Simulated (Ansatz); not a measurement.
The parent structure is GaN in the zinc blende structure (space group F-43m, No. 216; a = 4.498 Å).

The change: In replaces 66.7 % of the Ga, ordered in a cell of 6 atoms (starting symmetry Imm2) and fully relaxed.

Calculations: Ansatz (an electronic-structure program), r2SCAN, PAW, cutoff 500 eV, scalar-relativistic without spin-orbit coupling.

The zone is the changed cell's own and can be folded.

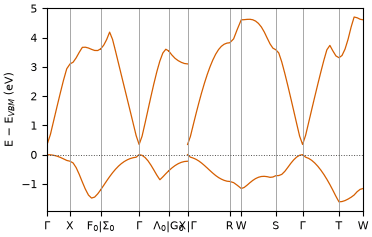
Figure. Highest valence and lowest conduction band along the path of the changed cell's own zone

Task: From the figure, how large is the changed gap, and is it direct?

Result: About 0.3 eV, direct at Γ.

These are small ordered cells, not random alloys; other orderings at the same x differ. No phonon test of stability was made. This is not the structure that GaN has at room temperature and ambient pressure. k-point labels follow each cell's own Brillouin zone.
